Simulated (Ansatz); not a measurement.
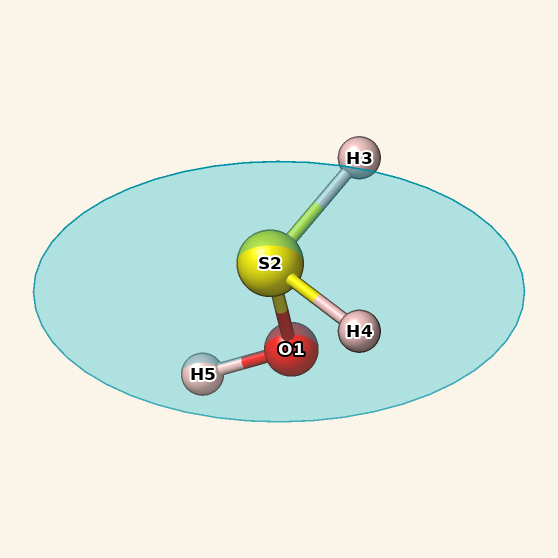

A disc through the centre of mass is drawn in. Distant atoms are faded towards the background colour. State: charge +1, singlet. Computed geometry: PBE0-D4/def2-TZVP optimisation. No frequency run is at hand to confirm it as a minimum.

> Is the plane of the disc a mirror plane of the structure?

Yes. The reflection leaves O1, S2, H5 in place and moves H3 ↔ H4. The point group is Cs.
